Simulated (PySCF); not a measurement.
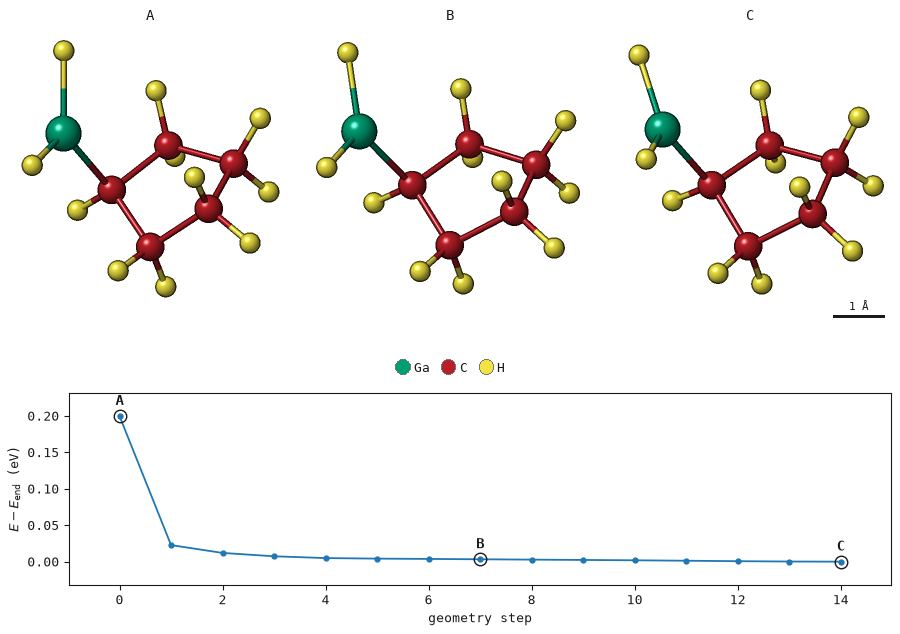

Frames of a relaxation of C$_{5}$H$_{11}$Ga, marked on the history of the run. Style: ball-and-stick. Shown at a tilt.

The start comes from GFN2-xTB. Its atoms were then displaced at random by about 0.01 Å.

Level of theory: PBE0-D3(BJ)/def2-SVP geometry optimisation, gas phase (PySCF 2.14.0, density-fitted response routines). 

Question: What happens along the run?

Answer: The energy falls by 0.200 eV in 14 geometry steps. The largest move after the best rigid fit is that of an H atom, 0.60 Å. Largest moves by element: H 0.60 Å, C 0.13 Å, Ga 0.08 Å. Some distances before and after: C–Ga 2.069 → 1.985 Å, Ga–H 1.626 → 1.579 Å, C–C 1.490 → 1.526 Å, C–H 1.074 → 1.106 Å. Bond angles that change, for instance: Ga–C–H 114.8° → 105.2°, Ga–C–C 106.1° → 112.5°, H–Ga–H 115.4° → 119.8°. Groups turn about C–Ga by about 20°. The run took 4 min on 1 thread of Intel(R) Xeon(R) Platinum 8259CL CPU @ 2.50GHz (shared host). From step 0 to 7: an H atom moves most (0.38 Å), energy −0.197 eV. From step 7 to 14: an H atom moves most (0.46 Å), energy −0.003 eV.

| step | E − E(0), eV |
| --- | --- |
| 0 | 0.0000 |
| 1 | -0.1770 |
| 2 | -0.1878 |
| 3 | -0.1924 |
| 4 | -0.1949 |
| 5 | -0.1956 |
| 6 | -0.1960 |
| 7 | -0.1965 |
| 8 | -0.1970 |
| 9 | -0.1974 |
| 10 | -0.1979 |
| 11 | -0.1985 |
| 12 | -0.1991 |
| 13 | -0.1996 |
| 14 | -0.1998 |
